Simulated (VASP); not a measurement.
Band structure of SnSe2 (space group P-3m1). Level of theory: PBE GGA, VASP's PBE PAW potentials (set 64) (plane waves; VASP).

The path is coarsely sampled, so an indirect gap can come out somewhat too large. Unless said otherwise, spin-orbit coupling is left out, though it shifts the bands of the heavy elements here.

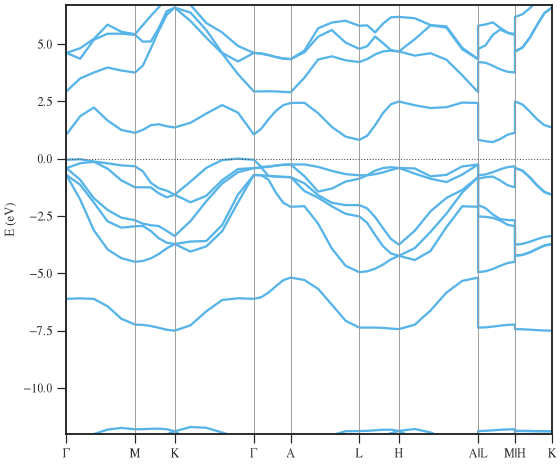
Figure. Bands along high-symmetry lines, zero at the valence-band maximum or, without a gap, the Fermi level

Read the plot: is there a gap, and where are the band edges?

The gap is indirect, 0.72 eV, from the valence maximum at K-Γ at 0.80 to the conduction minimum at L-M at 0.40.

The structure is a typed SnSe2 crystal (P-3m1). The cell was not relaxed at this level.
